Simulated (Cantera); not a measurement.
Feed: 1 mol Si₂Cl₆, 0.0037 mol Cl₂, 130 mol H₂, held at 1.33 mbar.

Cantera equilibrium calculation (NASA polynomials, part measured and part estimated; ideal gas, pure solids and liquids). Candidate condensed phases: Si; 19 gas species. The feed counts by its element totals alone. The tables' values for SiCl₃, SiCl are old estimates; treat these amounts as uncertain. Gases not in the tables: Si₂H₆ and higher silanes. The numbers say what is thermodynamically allowed, not how fast it happens.

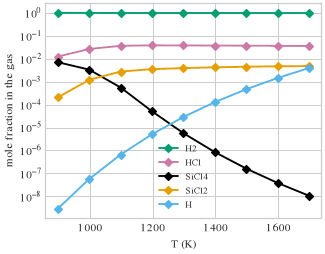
Fig. 1. Equilibrium gas composition (values under 1e-9 drawn at 1e-9)

From 898 K to 1598 K the condensed part is Si(s). At 1698 K the condensed part is Si(l). The main Si-bearing gas is SiCl₄ at 898 K and SiCl₂ at 1698 K. The share of Si in condensed phases is highest at 1198 K (75.5 %) and lowest at 898 K (41.5 %).
